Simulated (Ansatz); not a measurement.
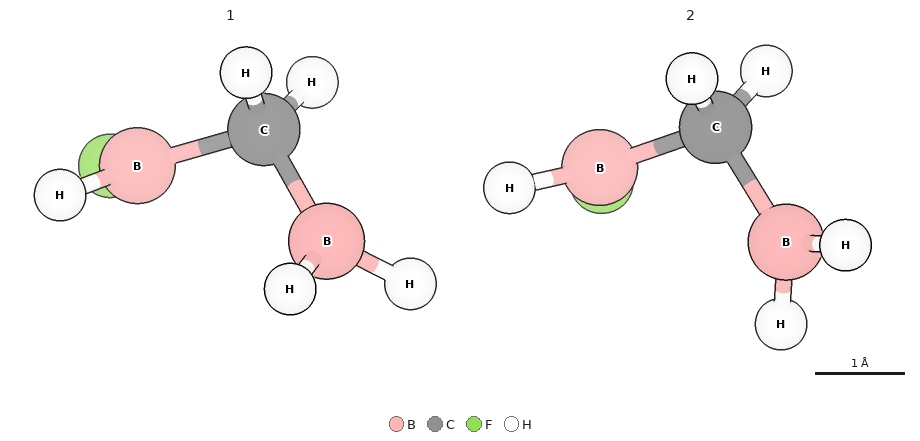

Two geometries of CH5B2F, drawn at one scale. One is the start of a relaxation, the other its converged end. Style: ball-and-stick. Shown at a tilt.

Method: RKS PBE0-D4/def2-SVP (Ansatz). Settings: no spin polarisation; force threshold 0.015 eV/Å; at most 40 steps.

### Which of the two is the end point?

Structure 1 is the relaxed one. The run prepares an end point of a later path (torsion) calculation, from a guessed geometry. The largest move after the best rigid fit is that of an H atom, 1.19 Å. Largest moves by element: H 1.19 Å, F 0.41 Å, C 0.21 Å, B 0.09 Å. Among the contacts that change: B–H 1.169 → 1.209 Å, C–H 1.088 → 1.108 Å, B–C 1.569 → 1.553 Å, B–F 1.317 → 1.325 Å. Among the angles between lasting bonds that change: B–C–H 109.3° → 102.7°, B–C–H 111.0° → 106.0°, B–C–H 110.8° → 114.9°. Groups turn about B–C by about 75°. After 24 accepted moves (27 points after the start) the energy has fallen by 21.7 kJ/mol. Largest force component: 1.3 eV/Å at the start, 0.0053 eV/Å at the end. The line search rejected the trial steps at points 9, 12, 15 of the run.
